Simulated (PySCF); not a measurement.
# C3H7ClOSi2 (SMILES O=C(Cl)C=C([SiH3])[SiH3]): what the fields show

```xyz
14

O     1.9125    1.5950   -0.4657
C     2.0894    0.5752    0.1386
Cl    3.7086    0.1766    0.7144
C     1.0913   -0.4104    0.4662
C    -0.1787   -0.2131    0.0767
Si   -1.4997   -1.4995    0.5009
Si   -0.6221    1.3661   -0.8963
H     1.4207   -1.2786    1.0200
H    -0.8777   -2.5960    1.2460
H    -2.0663   -1.9951   -0.7523
H    -2.5212   -0.8464    1.3179
H     0.0413    1.3636   -2.1937
H    -0.4291    2.5449   -0.0616
H    -2.0697    1.2172   -1.1333
```

Geometry: GFN2-xTB.

Theory: PBE0/pcSseg-1, SCF density, gas phase, non-relativistic (PySCF 2.14.0).

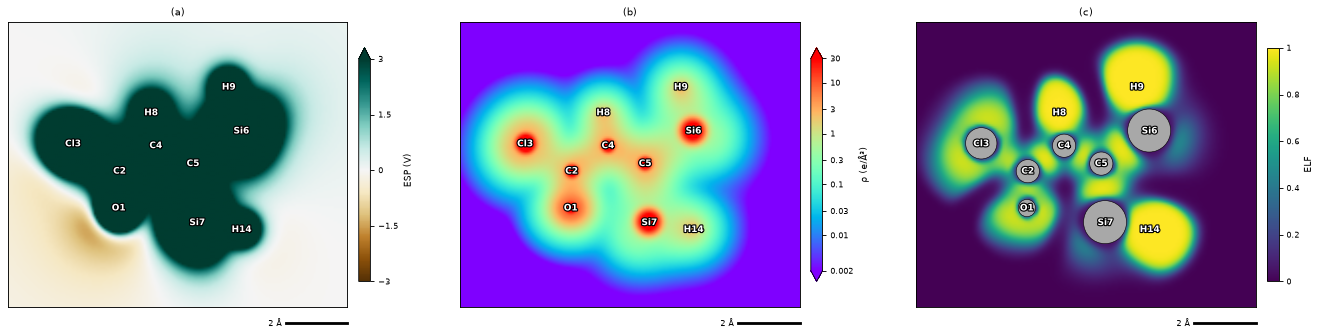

Figure 1. (a) molecular electrostatic potential; (b) total electron density; (c) ELF on the plane of atoms C5, C4 and H8. Grey discs cover the atomic cores in the ELF map.

### Read the bonding off the picture.

- The plane passes through O, C, Cl, Si and H nuclei.
- C–O (1.20 Å): ρ at the midpoint is about 3.4 e/Å³; the ELF peaks at about 0.85 between the atoms: a short, multiple covalent bond.
- C–C (1.34 Å): the density is about 2.2 e/Å³ at the midpoint; the ELF peaks at about 0.90 between the atoms; a short, multiple covalent bond.
- C–Cl (1.76 Å): the density is about 1.4 e/Å³ at the midpoint; the ELF peaks at about 0.90 between the atoms: a covalent bond.
- C–Si (1.89 Å): ρ at the midpoint is about 0.91 e/Å³; the ELF peaks at about 0.95 between the atoms: a shared electron pair.
- C–H (1.08 Å): ρ at the midpoint is about 2.1 e/Å³; the ELF climbs to about 1 towards the hydrogen, as it does in any bond to H (an ordinary covalent bond to hydrogen).
- The ELF also peaks beside O1 and Cl3, away from the bonds: lone-pair regions.
- Outside the dense part of the molecule the potential is most negative (−1.5 V) near O1.

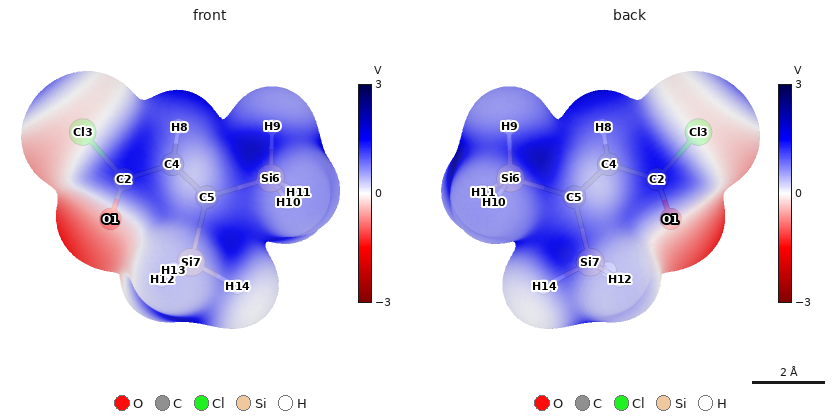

Figure 2. The electrostatic potential painted on the density surface at 0.004 e/bohr³, seen from the front and from behind; red is negative and blue positive.

### Where is the surface potential most negative and most positive?

The most negative region (about −1.3 V) lies over O1, the most positive (about +2.2 V) over Si6. Cl3 shows a σ-hole: about +0.8 V at the tip opposite its bond, against about −0.2 V on its flanks. O1 is the likeliest acceptor of a hydrogen bond.

### What dipole moment does the calculation give?

Its dipole moment is 2.48 D.
